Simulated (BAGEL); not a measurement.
**CH5Ga (SMILES [CH3][GaH2]) at HF/STO-3G (density fitting with qzvpp-jkfit)**

What is the vertical electron affinity of CH5Ga at HF/STO-3G (density fitting with qzvpp-jkfit)? 

The results are computed with BAGEL 1.2.2.

5 further runs of the same task are left out: 3 that didn't finish, 2 set aside as unsound or not needed.

## (1) The molecule

CH5Ga has 7 atoms, charge 0, and is taken as a singlet. SMILES: `[CH3][GaH2]`. The coordinates come from a PBE0-D4/def2-TZVP relaxation.

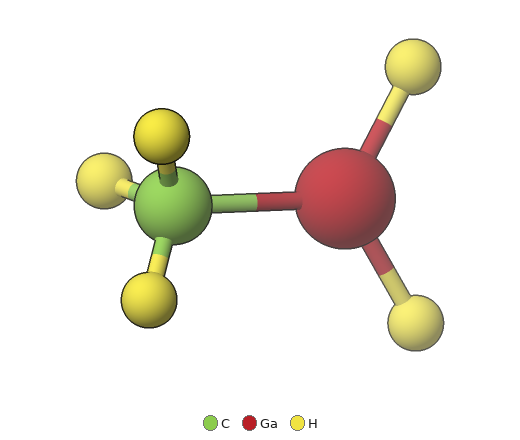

Viewed from a chosen angle; carbon green, gallium red, hydrogen yellow.

## (2) A single-point energy at HF/STO-3G (density fitting with qzvpp-jkfit)

Input file hf.json:

```json
{ "bagel" : [

{
  "title" : "molecule",
  "basis" : "sto-3g",
  "df_basis" : "qzvpp-jkfit",
  "angstrom" : true,
  "geometry" : [
    { "atom" : "C", "xyz" : [      -0.632400,      -0.456000,      -0.459400 ] },
    { "atom" : "Ga", "xyz" : [       0.757000,       0.507000,       0.544700 ] },
    { "atom" : "H", "xyz" : [      -1.177800,       0.260300,      -1.083600 ] },
    { "atom" : "H", "xyz" : [      -0.216500,      -1.221000,      -1.115900 ] },
    { "atom" : "H", "xyz" : [      -1.362100,      -0.913700,       0.211700 ] },
    { "atom" : "H", "xyz" : [       0.374300,       1.328300,       1.832400 ] },
    { "atom" : "H", "xyz" : [       2.257500,       0.495000,       0.070100 ] }
  ]
},

{
  "title" : "hf"
},

{
  "title" : "print",
  "file" : "orbitals.molden",
  "orbitals" : true
}

]}
```

Command:

```console
$ BAGEL_NUM_THREADS=1 BAGEL hf.json > hf.out
```

Standard output, cut to the lines that bear on the results:

```text
* using 1 threads per process

  ===============================================================
  ===============================================================

  *** Geometry ***

  { "atom" : "C", "xyz" : [     -1.195063,     -0.861715,     -0.868140 ] },
  { "atom" : "Ga", "xyz" : [      1.430523,      0.958091,      1.029334 ] },
  { "atom" : "H", "xyz" : [     -2.225719,      0.491896,     -2.047707 ] },
  { "atom" : "H", "xyz" : [     -0.409126,     -2.307356,     -2.108745 ] },
  { "atom" : "H", "xyz" : [     -2.573996,     -1.726643,      0.400055 ] },
  { "atom" : "H", "xyz" : [      0.707324,      2.510123,      3.462734 ] },
  { "atom" : "H", "xyz" : [      4.266057,      0.935414,      0.132470 ] },

  Number of auxiliary basis functions:      431

  Since a DF basis is specified, we compute 2- and 3-index integrals:
    o Being stored without compression. Storage requirement is 0.003 GB

  Number of basis functions:       28
  Number of electrons      :       42

    * METHOD: MOLECULE                             0.13

  *** RHF ***

  === Nuclear Repulsion ===
   102.8407997654

      * DIIS with orbital gradients will be used.

  === RHF iteration (sto-3g) ===
      0      -1941.14313033          0.00644666           0.02
      1      -1941.16386073          0.00183620           0.02
      2      -1941.16567907          0.00023997           0.01
      3      -1941.16573243          0.00016704           0.01
      4      -1941.16576433          0.00014491           0.01
      5      -1941.16581160          0.00011936           0.02
      6      -1941.16587981          0.00007295           0.02
      7      -1941.16590954          0.00002853           0.02
      8      -1941.16591092          0.00001191           0.02
      9      -1941.16591127          0.00000772           0.03
     10      -1941.16591138          0.00000633           0.02
     11      -1941.16591149          0.00000573           0.02
     12      -1941.16591159          0.00000487           0.02
     13      -1941.16591178          0.00000328           0.01
     14      -1941.16591188          0.00000186           0.02
     15      -1941.16591189          0.00000169           0.02
     16      -1941.16591189          0.00000166           0.02
     17      -1941.16591191          0.00000155           0.02
     18      -1941.16591194          0.00000138           0.02
     19      -1941.16591199          0.00000108           0.02
     20      -1941.16591200          0.00000097           0.02
     21      -1941.16591201          0.00000090           0.02
     22      -1941.16591202          0.00000059           0.02
     23      -1941.16591203          0.00000046           0.03
     24      -1941.16591203          0.00000040           0.02
     25      -1941.16591203          0.00000034           0.02
     26      -1941.16591203          0.00000027           0.02
[... 13 lines of this table left out ...]
     40      -1941.16591203          0.00000008           0.03
     41      -1941.16591203          0.00000007           0.03
     42      -1941.16591203          0.00000006           0.02
     43      -1941.16591203          0.00000005           0.02
     44      -1941.16591203          0.00000004           0.03
     45      -1941.16591203          0.00000003           0.02
     46      -1941.16591203          0.00000003           0.03
     47      -1941.16591203          0.00000002           0.03
     48      -1941.16591203          0.00000002           0.02
     49      -1941.16591203          0.00000002           0.03
     50      -1941.16591203          0.00000001           0.02
     51      -1941.16591203          0.00000001           0.02
     52      -1941.16591203          0.00000001           0.02
    * SCF iteration converged.

    * Permanent dipole moment:
           (    0.037363,     0.000361,     0.029491) a.u.

    * METHOD: HF                                   1.18

    * METHOD: PRINT                                0.00

  ===============================================================
```

Wall time 1.5 s (1 thread of Arm Neoverse V1, shared host); peak memory 0.085 GiB.

## (3) The doublet anion

Input file hf.json:

```json
{ "bagel": [

{
  "title": "molecule",
  "basis": "sto-3g",
  "df_basis": "qzvpp-jkfit",
  "angstrom": true,
  "geometry": [
    { "atom": "C", "xyz": [   -0.632400,   -0.456000,   -0.459400 ] },
    { "atom": "Ga", "xyz": [    0.757000,    0.507000,    0.544700 ] },
    { "atom": "H", "xyz": [   -1.177800,    0.260300,   -1.083600 ] },
    { "atom": "H", "xyz": [   -0.216500,   -1.221000,   -1.115900 ] },
    { "atom": "H", "xyz": [   -1.362100,   -0.913700,    0.211700 ] },
    { "atom": "H", "xyz": [    0.374300,    1.328300,    1.832400 ] },
    { "atom": "H", "xyz": [    2.257500,    0.495000,    0.070100 ] }
  ]
},
{ "title": "uhf", "charge": -1, "nopen": 1 },
{ "title": "print", "file": "orbitals.molden", "orbitals": true }

]}
```

Command:

```console
$ BAGEL_NUM_THREADS=1 BAGEL hf.json > hf.out
```

Standard output:

```text
* using 1 threads per process

  ===============================================================
  ===============================================================

  *** Geometry ***

  { "atom" : "C", "xyz" : [     -1.195063,     -0.861715,     -0.868140 ] },
  { "atom" : "Ga", "xyz" : [      1.430523,      0.958091,      1.029334 ] },
  { "atom" : "H", "xyz" : [     -2.225719,      0.491896,     -2.047707 ] },
  { "atom" : "H", "xyz" : [     -0.409126,     -2.307356,     -2.108745 ] },
  { "atom" : "H", "xyz" : [     -2.573996,     -1.726643,      0.400055 ] },
  { "atom" : "H", "xyz" : [      0.707324,      2.510123,      3.462734 ] },
  { "atom" : "H", "xyz" : [      4.266057,      0.935414,      0.132470 ] },

  Number of auxiliary basis functions:      431

  Since a DF basis is specified, we compute 2- and 3-index integrals:
    o Being stored without compression. Storage requirement is 0.003 GB

  Number of basis functions:       28
  Number of electrons      :       42

    * METHOD: MOLECULE                             0.15

  *** Open-shell HF ***

  === Nuclear Repulsion ===
   102.8407997654

      * DIIS with orbital gradients will be used.

  === UHF iteration (sto-3g) ===
      0      -1940.96199547          0.01644905           0.03
      1      -1941.00171071          0.00462148           0.04
      2      -1941.00435287          0.00107281           0.03
      3      -1941.00491833          0.00033911           0.03
      4      -1941.00507622          0.00015135           0.04
      5      -1941.00520198          0.00010427           0.03
      6      -1941.00529672          0.00007088           0.03
      7      -1941.00532695          0.00006033           0.03
      8      -1941.00538607          0.00005081           0.03
      9      -1941.00541142          0.00004997           0.03
     10      -1941.00540407          0.00006021           0.03
     11      -1941.00542735          0.00002297           0.03
     12      -1941.00543635          0.00004031           0.04
     13      -1941.00544502          0.00001589           0.03
     14      -1941.00544966          0.00000664           0.03
     15      -1941.00544996          0.00000250           0.04
     16      -1941.00544997          0.00000260           0.04
     17      -1941.00545001          0.00000145           0.03
     18      -1941.00545000          0.00000075           0.03
     19      -1941.00545000          0.00000090           0.03
     20      -1941.00545001          0.00000076           0.03
     21      -1941.00545002          0.00000042           0.03
     22      -1941.00545002          0.00000029           0.03
     23      -1941.00545002          0.00000023           0.05
     24      -1941.00545003          0.00000016           0.04
     25      -1941.00545003          0.00000008           0.03
     26      -1941.00545003          0.00000004           0.04
     27      -1941.00545003          0.00000002           0.03
     28      -1941.00545003          0.00000001           0.03
    * SCF iteration converged.

    * S^2 (UHF) is 0.7996

    * Permanent dipole moment:
           (    0.332022,     0.220318,     0.240086) a.u.

    * METHOD: UHF                                  1.09

    * METHOD: PRINT                                0.00

  ===============================================================
```

It took 1.4 s on 1 thread of Arm Neoverse V1, shared host; peak memory 0.085 GiB.

## (4) What came out

Level: HF/STO-3G (density fitting with qzvpp-jkfit).

| quantity | value |
| --- | --- |
| singlet CH5Ga: total energy | -1941.16591 Eh |
| singlet CH5Ga: dipole moment | 0.12 D |
| singlet CH5Ga: HOMO energy | -6.93 eV |
| singlet CH5Ga: LUMO energy | 4.92 eV |
| singlet CH5Ga: HOMO–LUMO gap | 11.85 eV |
| doublet anion: total energy | -1941.00545 Eh |
| doublet anion: ⟨S²⟩ | 0.800 |
| vertical electron affinity (to the doublet anion) | -4.366 eV |

**Reading.** The anion lies 4.37 eV (421 kJ/mol) above the neutral: the electron isn't bound at this level, and such a value depends on the basis. Without diffuse functions anions come out too high. Hartree–Fock misses the correlation that binds many anions. In a minimal basis such a difference can be off by several eV, whatever the method.
